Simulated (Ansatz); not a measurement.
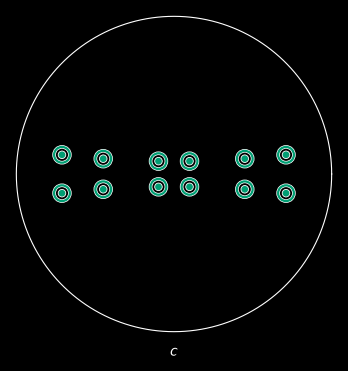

Stereographic projection: filled dots lie in the upper hemisphere, open rings in the lower. The b axis points at the viewer. The poles are all faces of one general form. Computed from the symmetry operations of a computed or model structure of composition Hf.

Question: Which point group is this?

Answer: 6/mmm (D6h), order 24, hexagonal system: one sixfold axis, six twofold axes, seven mirror planes, an inversion centre.

Question: Which physical properties does it allow?

Answer: It is centrosymmetric, so neither piezoelectric nor pyroelectric; it is not chiral.
